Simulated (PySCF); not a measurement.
# B2H4S2F2 (SMILES F[BH-]1[SH+][BH-](F)[SH+]1) at 6 levels

Wanted: a comparison of 6 runs (HF/3-21G, HF/def2-SVP, B2PLYP/6-31G, B3LYP/6-31G*, PBE0/6-31G*, PBE/6-31G**) of B2H4S2F2. Input form: a Python script.

The calculation is run with PySCF 2.14.0.

## Step 1: The system as given

B2H4S2F2 has 10 atoms, charge 0, and is taken as a singlet. SMILES: `F[BH-]1[SH+][BH-](F)[SH+]1`. Geometry: relaxed at PBE0-D4/def2-TZVP.

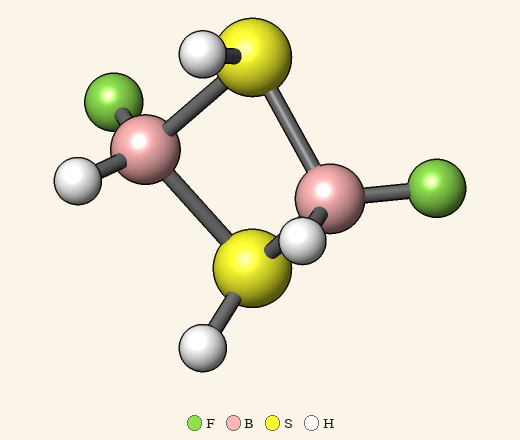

The structure, seen from a chosen angle (fluorine green, boron pink, sulfur yellow, hydrogen white).

## Step 2: Energy and gradient at HF/3-21G (run 1)

File calc.py:

```python
import pyscf.grad
from pyscf import gto

mol = gto.Mole()
mol.atom = '''
F     -1.636125     2.541682    -3.738256
B     -1.388382     0.733592    -1.955111
S      2.127643    -0.688805    -1.911269
B      1.716060    -0.291207     1.838515
F      3.792113     0.749654     2.895249
S     -1.085081     2.245373     1.510458
H     -2.884856    -0.964327    -1.904088
H      1.549386    -3.149229    -2.102509
H      0.891006    -2.210791     2.710056
H     -2.924918     0.937493     2.662813
'''
mol.unit = 'bohr'
mol.basis = '3-21g'
mol.max_memory = 1860
mol.verbose = 4
mol.charge = 0
mol.build()

hf = mol.RHF()
hf.conv_tol = 1e-10
hf.kernel()
if not hf.converged:
    hf = hf.newton().run(hf.mo_coeff, hf.mo_occ)

e_tot = hf.e_tot
print('E(%s) = %.9f' % ('HF', e_tot))
grad = hf.Gradients().kernel()
hf.analyze()
```

The run is started by

```sh
$ OMP_NUM_THREADS=1 python calc.py
```

The program printed:

```text
PySCF version 2.14.0

[... 83 lines left out ...]
DFT Exchange-Correlation Energy =      -79.410000498090540
[... 8 lines left out ...]
MO #7   energy= -7.68114370731595  occ= 2
[... 6 lines left out ...]
MO #14  energy= -6.63464770788432  occ= 2
[... 6 lines left out ...]
MO #21  energy= -0.700704471641239 occ= 2
[... 6 lines left out ...]
MO #28  energy= -0.562737377285548 occ= 2
[... 6 lines left out ...]
MO #35  energy= 0.169679716309958  occ= 0
[... 6 lines left out ...]
MO #42  energy= 0.424322709033695  occ= 0
[... 6 lines left out ...]
MO #49  energy= 0.727598246800651  occ= 0
[... 6 lines left out ...]
MO #56  energy= 1.05464630197156   occ= 0
[... 6 lines left out ...]
MO #63  energy= 2.3217519932189    occ= 0
[... 6 lines left out ...]
MO #70  energy= 4.09635606125518   occ= 0
[... 44 lines left out ...]
pop of  4 F 3s            0.00224
pop of  4 F 2px           1.77583
pop of  4 F 2py           1.87835
pop of  4 F 2pz           1.87275
pop of  4 F 3px           0.00077
pop of  4 F 3py           0.00122
pop of  4 F 3pz           0.00135
pop of  5 S 1s            1.99999
pop of  5 S 2s            1.99946
pop of  5 S 3s            1.62609
pop of  5 S 4s            0.00288
pop of  5 S 2px           1.99982
pop of  5 S 2py           1.99986
pop of  5 S 2pz           1.99985
pop of  5 S 3px           1.26792
pop of  5 S 3py           1.64076
pop of  5 S 3pz           1.36980
pop of  5 S 4px           0.00750
pop of  5 S 4py           0.00305
pop of  5 S 4pz           0.00585
pop of  6 H 1s            1.02049
pop of  6 H 2s            0.00641
pop of  7 H 1s            0.88245
pop of  7 H 2s            0.00800
pop of  8 H 1s            1.02049
pop of  8 H 2s            0.00641
pop of  9 H 1s            0.88246
pop of  9 H 2s            0.00800
 ** Mulliken atomic charges  **
charge of    0F =     -0.31796
charge of    1B =      0.15812
charge of    2S =      0.07718
charge of    3B =      0.15814
charge of    4F =     -0.31795
charge of    5S =      0.07718
charge of    6H =     -0.02690
charge of    7H =      0.10955
charge of    8H =     -0.02690
charge of    9H =      0.10954
Dipole moment(X, Y, Z, Debye): -2.04859, -3.19254,  0.81420
```

It took 8.1 s on 1 thread of Intel Xeon at 2.50GHz (Skylake/Cascade Lake), shared host; peak memory 0.14 GiB.

## Step 3: Energy and forces at HF/def2-SVP (run 2)

File input.xyz:

```xyz
10

F     -0.865800     1.345000    -1.978200
B     -0.734700     0.388200    -1.034600
S      1.125900    -0.364500    -1.011400
B      0.908100    -0.154100     0.972900
F      2.006700     0.396700     1.532100
S     -0.574200     1.188200     0.799300
H     -1.526600    -0.510300    -1.007600
H      0.819900    -1.666500    -1.112600
H      0.471500    -1.169900     1.434100
H     -1.547800     0.496100     1.409100
```

File calc.py:

```python
from pyscf import gto

molecule = gto.M(
    atom='input.xyz',
    basis='def2-svp',
    spin=0,
    charge=0,
    verbose=4,
    max_memory=1860,
)

hf = molecule.RHF()
hf.conv_tol = 1e-10
hf.kernel()
if not hf.converged:
    hf = hf.newton().run(hf.mo_coeff, hf.mo_occ)

e_tot = hf.e_tot
print('E = %.10f Eh' % e_tot)
grad = hf.nuc_grad_method().kernel()
hf.analyze()
```

The run is started by

```sh
$ OMP_NUM_THREADS=1 python calc.py
```

The program printed:

```text
PySCF version 2.14.0

[... 89 lines left out ...]
MO #2   energy= -91.9631895681699  occ= 2
[... 10 lines left out ...]
MO #13  energy= -6.68691643607914  occ= 2
[... 10 lines left out ...]
MO #24  energy= -0.665689613157119 occ= 2
[... 10 lines left out ...]
MO #35  energy= 0.167051315438977  occ= 0
[... 10 lines left out ...]
MO #46  energy= 0.404290358013182  occ= 0
[... 10 lines left out ...]
MO #57  energy= 0.81340033643304   occ= 0
[... 10 lines left out ...]
MO #68  energy= 1.16839592526366   occ= 0
[... 10 lines left out ...]
MO #79  energy= 1.61700228340277   occ= 0
[... 10 lines left out ...]
MO #90  energy= 1.91154358883227   occ= 0
[... 10 lines left out ...]
MO #101 energy= 2.81574722819441   occ= 0
[... 10 lines left out ...]
MO #112 energy= 4.19010236210424   occ= 0
[... 86 lines left out ...]
pop of  5 S 4px           0.00488
pop of  5 S 4py           0.00131
pop of  5 S 4pz           0.00364
pop of  5 S 3dxy          0.01062
pop of  5 S 3dyz          0.00616
pop of  5 S 3dz^2         0.00490
pop of  5 S 3dxz          0.00361
pop of  5 S 3dx2-y2       0.00103
pop of  6 H 1s            1.03697
pop of  6 H 2s            0.00492
pop of  6 H 2px           0.00146
pop of  6 H 2py           0.00135
pop of  6 H 2pz           0.00016
pop of  7 H 1s            0.89133
pop of  7 H 2s            0.00962
pop of  7 H 2px           0.00061
pop of  7 H 2py           0.00613
pop of  7 H 2pz           0.00029
pop of  8 H 1s            1.03697
pop of  8 H 2s            0.00492
pop of  8 H 2px           0.00032
pop of  8 H 2py           0.00194
pop of  8 H 2pz           0.00071
pop of  9 H 1s            0.89134
pop of  9 H 2s            0.00962
pop of  9 H 2px           0.00352
pop of  9 H 2py           0.00198
pop of  9 H 2pz           0.00153
 ** Mulliken atomic charges  **
charge of    0F =     -0.37516
charge of    1B =      0.22673
charge of    2S =      0.10125
charge of    3B =      0.22676
charge of    4F =     -0.37515
charge of    5S =      0.10126
charge of    6H =     -0.04486
charge of    7H =      0.09202
charge of    8H =     -0.04486
charge of    9H =      0.09201
Dipole moment(X, Y, Z, Debye): -1.57131, -2.44877,  0.62447
```

It took 28 s on 1 thread of Intel Xeon at 2.50GHz (Skylake/Cascade Lake), shared host; peak memory 0.27 GiB.

Run 3 isn't shown in full; the table further down has it.

## Step 4: Energy and gradient at B3LYP/6-31G(d) (spherical functions) (run 4)

File input.py:

```python
# F[BH-]1[SH+][BH-](F)[SH+]1
from pyscf import gto, dft

mol = gto.M(
    atom='''
F     -1.636125     2.541682    -3.738256
B     -1.388382     0.733592    -1.955111
S      2.127643    -0.688805    -1.911269
B      1.716060    -0.291207     1.838515
F      3.792113     0.749654     2.895249
S     -1.085081     2.245373     1.510458
H     -2.884856    -0.964327    -1.904088
H      1.549386    -3.149229    -2.102509
H      0.891006    -2.210791     2.710056
H     -2.924918     0.937493     2.662813
''',
    verbose=4,
    max_memory=1860,
    basis='6-31g*',
    unit='bohr',
    spin=0,
)

mf = dft.RKS(mol, xc='b3lyp')
mf.grids.level = 5
mf.conv_tol = 1e-10
mf.kernel()
if not mf.converged:
    mf = mf.newton().run(mf.mo_coeff, mf.mo_occ)

etot = mf.e_tot
print('E(%s) = %.9f' % ('B3LYP', etot))
grad = mf.nuc_grad_method().kernel()
mf.analyze()
```

The run is started by

```sh
$ OMP_NUM_THREADS=1 python input.py
```

The program printed:

```text
PySCF version 2.14.0

[... 98 lines left out ...]
DFT Exchange-Correlation Energy =      -82.158747567685339
[... 11 lines left out ...]
MO #10  energy= -5.9352114424799   occ= 2
[... 9 lines left out ...]
MO #20  energy= -0.543601665717493 occ= 2
[... 9 lines left out ...]
MO #30  energy= -0.317777649960458 occ= 2
[... 9 lines left out ...]
MO #40  energy= 0.17767627367758   occ= 0
[... 9 lines left out ...]
MO #50  energy= 0.413402837526889  occ= 0
[... 9 lines left out ...]
MO #60  energy= 0.703249230810358  occ= 0
[... 9 lines left out ...]
MO #70  energy= 1.06652249972722   occ= 0
[... 9 lines left out ...]
MO #80  energy= 1.40682416552825   occ= 0
[... 9 lines left out ...]
MO #90  energy= 1.93047739439587   occ= 0
[... 9 lines left out ...]
MO #100 energy= 3.11688427828664   occ= 0
[... 74 lines left out ...]
pop of  4 F 3dxz          0.00283
pop of  4 F 3dx2-y2       0.00207
pop of  5 S 1s            2.00000
pop of  5 S 2s            1.99982
pop of  5 S 3s            1.64434
pop of  5 S 4s            0.00248
pop of  5 S 2px           1.99987
pop of  5 S 2py           1.99991
pop of  5 S 2pz           1.99988
pop of  5 S 3px           1.23248
pop of  5 S 3py           1.60110
pop of  5 S 3pz           1.32774
pop of  5 S 4px           0.01236
pop of  5 S 4py           0.00310
pop of  5 S 4pz           0.00988
pop of  5 S 3dxy          0.00877
pop of  5 S 3dyz          0.00516
pop of  5 S 3dz^2         0.00304
pop of  5 S 3dxz          0.00399
pop of  5 S 3dx2-y2       0.00139
pop of  6 H 1s            1.01073
pop of  6 H 2s            0.00537
pop of  7 H 1s            0.88114
pop of  7 H 2s            0.00936
pop of  8 H 1s            1.01073
pop of  8 H 2s            0.00537
pop of  9 H 1s            0.88114
pop of  9 H 2s            0.00936
 ** Mulliken atomic charges  **
charge of    0F =     -0.29912
charge of    1B =      0.06100
charge of    2S =      0.14470
charge of    3B =      0.06103
charge of    4F =     -0.29911
charge of    5S =      0.14470
charge of    6H =     -0.01611
charge of    7H =      0.10951
charge of    8H =     -0.01611
charge of    9H =      0.10950
Dipole moment(X, Y, Z, Debye): -1.25856, -1.96143,  0.50020
```

Run time: 95 s. Hardware: 1 thread of Intel Xeon at 2.50GHz (Skylake/Cascade Lake), shared host; peak memory 0.99 GiB.

Run 5 isn't shown in full; the table further down has it.

## Step 5: Energy and forces at PBE/6-31G(d,p) (spherical functions) (run 6)

File run.py:

```python
from pyscf import gto, dft

mol = gto.M(
    atom='''
F     -1.636125     2.541682    -3.738256
B     -1.388382     0.733592    -1.955111
S      2.127643    -0.688805    -1.911269
B      1.716060    -0.291207     1.838515
F      3.792113     0.749654     2.895249
S     -1.085081     2.245373     1.510458
H     -2.884856    -0.964327    -1.904088
H      1.549386    -3.149229    -2.102509
H      0.891006    -2.210791     2.710056
H     -2.924918     0.937493     2.662813
''',
    verbose=4,
    unit='bohr',
    basis='6-31g**',
    charge=0,
    spin=0,
    max_memory=1860,
)

myscf = dft.RKS(mol)
myscf.xc = 'pbe'
myscf.conv_tol = 1e-10
myscf.grids.level = 5
myscf.kernel()
if not myscf.converged:
    myscf = myscf.newton().run(myscf.mo_coeff, myscf.mo_occ)

e_tot = myscf.e_tot
print('E(%s) = %.9f' % ('PBE', e_tot))
grad = myscf.nuc_grad_method().kernel()
myscf.analyze()
```

The run is started by

```sh
$ OMP_NUM_THREADS=1 python run.py
```

The program printed:

```text
PySCF version 2.14.0

[... 107 lines left out ...]
MO #2   energy= -88.0762671650525  occ= 2
[... 10 lines left out ...]
MO #13  energy= -5.72283219079176  occ= 2
[... 10 lines left out ...]
MO #24  energy= -0.395531162519237 occ= 2
[... 10 lines left out ...]
MO #35  energy= -0.00686976285401153 occ= 0
[... 10 lines left out ...]
MO #46  energy= 0.3116831908741    occ= 0
[... 10 lines left out ...]
MO #57  energy= 0.63155326395466   occ= 0
[... 10 lines left out ...]
MO #68  energy= 0.87244349730993   occ= 0
[... 10 lines left out ...]
MO #79  energy= 1.32060629277589   occ= 0
[... 10 lines left out ...]
MO #90  energy= 1.83355470315207   occ= 0
[... 10 lines left out ...]
MO #101 energy= 2.21003935395442   occ= 0
[... 10 lines left out ...]
MO #112 energy= 3.09699352307064   occ= 0
[... 86 lines left out ...]
pop of  5 S 4px           0.01171
pop of  5 S 4py           0.00319
pop of  5 S 4pz           0.00937
pop of  5 S 3dxy          0.00713
pop of  5 S 3dyz          0.00460
pop of  5 S 3dz^2         0.00254
pop of  5 S 3dxz          0.00354
pop of  5 S 3dx2-y2       0.00167
pop of  6 H 1s            0.99924
pop of  6 H 2s            0.00507
pop of  6 H 2px           0.00051
pop of  6 H 2py           0.00048
pop of  6 H 2pz           0.00008
pop of  7 H 1s            0.86475
pop of  7 H 2s            0.00885
pop of  7 H 2px           0.00044
pop of  7 H 2py           0.00259
pop of  7 H 2pz           0.00029
pop of  8 H 1s            0.99925
pop of  8 H 2s            0.00507
pop of  8 H 2px           0.00014
pop of  8 H 2py           0.00067
pop of  8 H 2pz           0.00026
pop of  9 H 1s            0.86476
pop of  9 H 2s            0.00886
pop of  9 H 2px           0.00155
pop of  9 H 2py           0.00101
pop of  9 H 2pz           0.00076
 ** Mulliken atomic charges  **
charge of    0F =     -0.26615
charge of    1B =      0.00587
charge of    2S =      0.14259
charge of    3B =      0.00589
charge of    4F =     -0.26614
charge of    5S =      0.14259
charge of    6H =     -0.00539
charge of    7H =      0.12307
charge of    8H =     -0.00539
charge of    9H =      0.12306
Dipole moment(X, Y, Z, Debye): -1.18758, -1.85083,  0.47200
```

It took 2.3 min on 1 thread of Intel Xeon at 2.50GHz (Skylake/Cascade Lake), shared host; peak memory 1.1 GiB.

## Step 6: The series

| run | level | task | frozen core orbitals | energy (Eh) | dipole moment (D) | HOMO energy (eV) | LUMO energy (eV) | wall time |
| --- | --- | --- | --- | --- | --- | --- | --- | --- |
| 1 | HF/3-21G | gradient | – | -1040.459576 | 3.88 | -11.88 | 3.29 | 8.1 s |
| 2 | HF/def2-SVP | gradient | – | -1045.326142 | 2.98 | -11.62 | 2.89 | 28 s |
| 3 | B2PLYP/6-31G | energy | 14 | -1047.530448 | 3.73 | -9.99 | 0.92 | 35 s |
| 4 | B3LYP/6-31G* (spherical functions) | gradient | – | -1048.301176 | 2.38 | -8.18 | -0.57 | 95 s |
| 5 | PBE0/6-31G* (spherical functions) | gradient | – | -1047.729663 | 2.51 | -8.46 | -0.36 | 1.7 min |
| 6 | PBE/6-31G** (spherical functions) | gradient | – | -1047.650835 | 2.25 | -6.93 | -1.22 | 2.3 min |

## Step 7: Outcome

| quantity | value |
| --- | --- |
| run 6: total energy | -1047.65084 Eh |
| run 6: dipole moment | 2.25 D |
| run 6: HOMO energy | -6.93 eV |
| run 6: LUMO energy | -1.22 eV |
| run 6: HOMO–LUMO gap | 5.71 eV |
| run 6: largest force on an atom | 0.525 eV/Å |

**Reading.** The dipole moment (its size) runs from 2.25 D (PBE/6-31G**) to 3.88 D (HF/3-21G). The two ends differ in method and basis. The HOMO–LUMO gap runs from 5.71 eV (PBE/6-31G**) to 15.18 eV (HF/3-21G). Totals of different functionals can't be ranked against each other. All runs together took 6.8 min, the longest 2.3 min.
